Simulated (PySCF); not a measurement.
**C₄H₉BGeO₂ (SMILES OB(O)C1=C[CH2][GeH2][CH2]1): density, localisation and related maps**

```yaml
atoms:
  - { symbol: O, position_ang: [2.4930, 1.4387, -0.1128] }
  - { symbol: B, position_ang: [1.9672, 0.1789, -0.1933] }
  - { symbol: O, position_ang: [2.7220, -0.9396, -0.4175] }
  - { symbol: C, position_ang: [0.4218, 0.0224, -0.0229] }
  - { symbol: C, position_ang: [-0.1646, -1.1876, -0.1468] }
  - { symbol: C, position_ang: [-1.6483, -1.3651, 0.0046] }
  - { symbol: Ge, position_ang: [-2.2743, 0.4845, 0.2823] }
  - { symbol: C, position_ang: [-0.4508, 1.2231, 0.2747] }
  - { symbol: H, position_ang: [3.4450, 1.4940, -0.2326] }
  - { symbol: H, position_ang: [3.6654, -0.7854, -0.5157] }
  - { symbol: H, position_ang: [0.4570, -2.0651, -0.3615] }
  - { symbol: H, position_ang: [-2.0939, -1.8455, -0.8822] }
  - { symbol: H, position_ang: [-1.8880, -2.0197, 0.8601] }
  - { symbol: H, position_ang: [-3.1529, 1.0021, -0.8745] }
  - { symbol: H, position_ang: [-3.0391, 0.6826, 1.6060] }
  - { symbol: H, position_ang: [-0.3158, 2.0160, -0.4779] }
  - { symbol: H, position_ang: [-0.1835, 1.6806, 1.2415] }
```

Geometry: PBE0-D3(BJ)/def2-SVP.

The calculation used PySCF, wB97X-D/def2-SVPD, SCF density, gas phase.

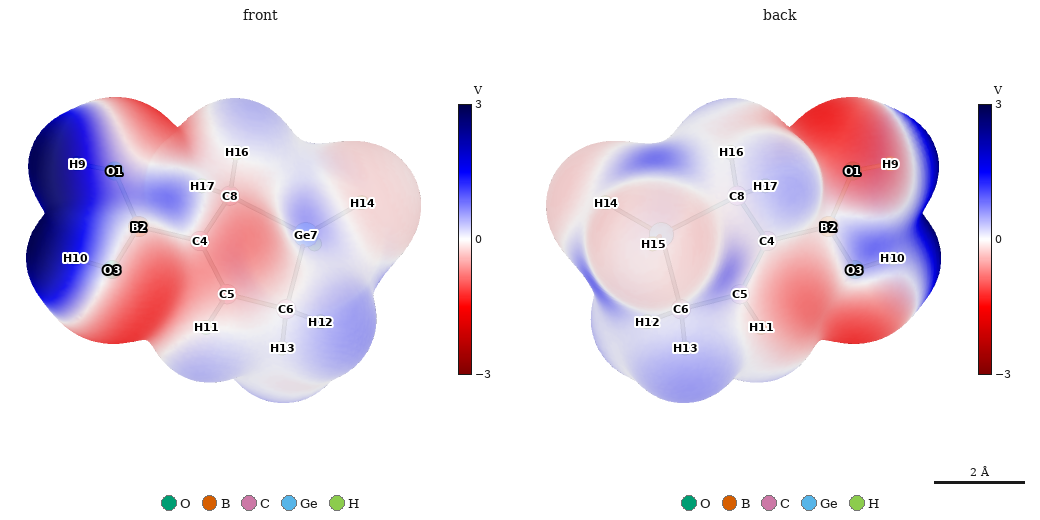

Figure 1. The electrostatic potential painted on the density surface at 0.002 e/bohr³, seen from the front and from behind; the colour scale runs from red (negative) to blue (positive).

**Where is the surface potential most negative and most positive?**

The most negative region (about −1.3 V) lies over O1, the most positive (about +2.9 V) over H9 and H10. O1 is the likeliest acceptor of a hydrogen bond.

**What dipole moment does the calculation give?**

Its dipole moment is 2.54 D.

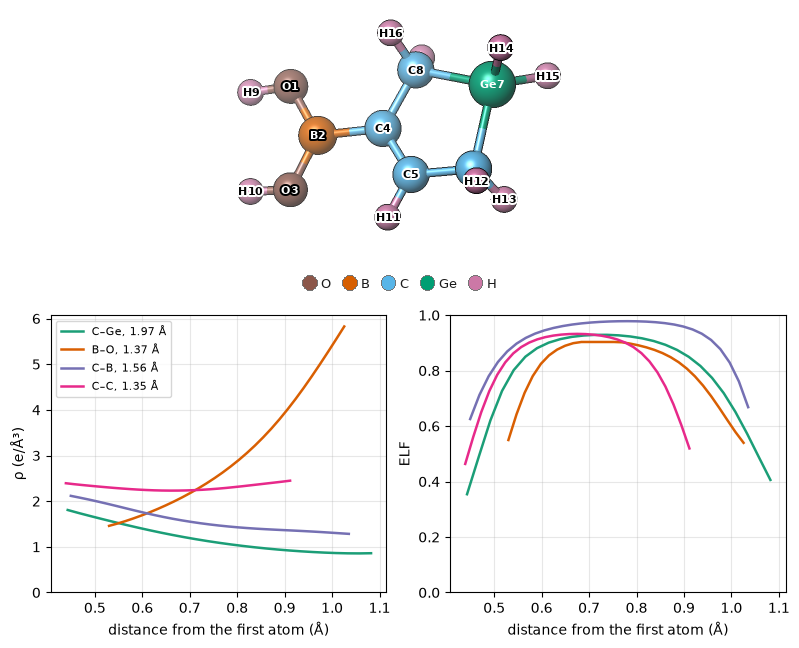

Figure 2. Electron density and electron localisation function along straight lines between neighbouring atoms. The curves leave out the atomic cores. The structure is drawn too.

**Compare the contacts.**

C–Ge (1.97 Å): the density is about 0.87 e/Å³ at the midpoint; the ELF peaks at about 0.95 in the valence shell of C, 0.7 Å from its nucleus, and is about 0.70 at the midpoint.
B–O (1.37 Å): ρ is about 2.1 e/Å³ halfway; the ELF peaks at about 0.90 between the atoms; a short, strongly polar bond.
C–B (1.56 Å): the density is about 1.4 e/Å³ at the midpoint; the ELF peaks at about 1 between the atoms (a covalent bond).
C–C (1.35 Å): ρ is about 2.2 e/Å³ halfway; the ELF peaks at about 0.95 between the atoms, as expected for a covalent bond.
